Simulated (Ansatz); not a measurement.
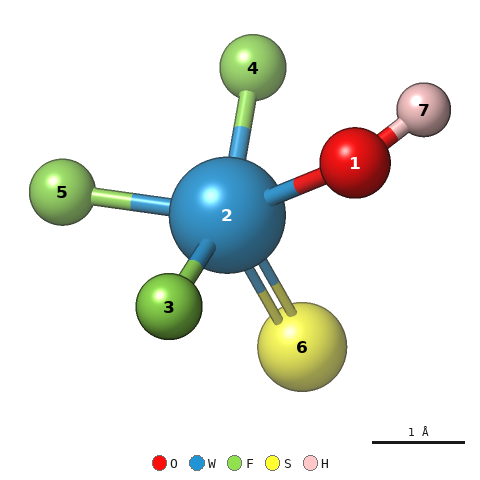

Orthographic view. Atoms fade into the background with distance from the viewer. The species is neutral and a spin singlet. The computed structure is the end point of a PBE-D4/def2-SVP optimisation. No frequency run is at hand to confirm it as a minimum.

Give the geometry as a Z-matrix, atoms in numerical order, with these reference atoms: 2 to 1; 3 to 2, 1; 4 to 2, 3, 1; 5 to 2, 3, 1; 6 to 2, 3, 5; 7 to 1, 2, 3.

```
O  
W    1   1.889
F    2   1.872   1    87.1
F    2   1.888   3   153.0   1   -75.0
F    2   1.882   3    86.6   1  -145.7
S    2   2.130   3   104.8   5  -107.2
H    1   0.976   2   127.7   3   177.8
```
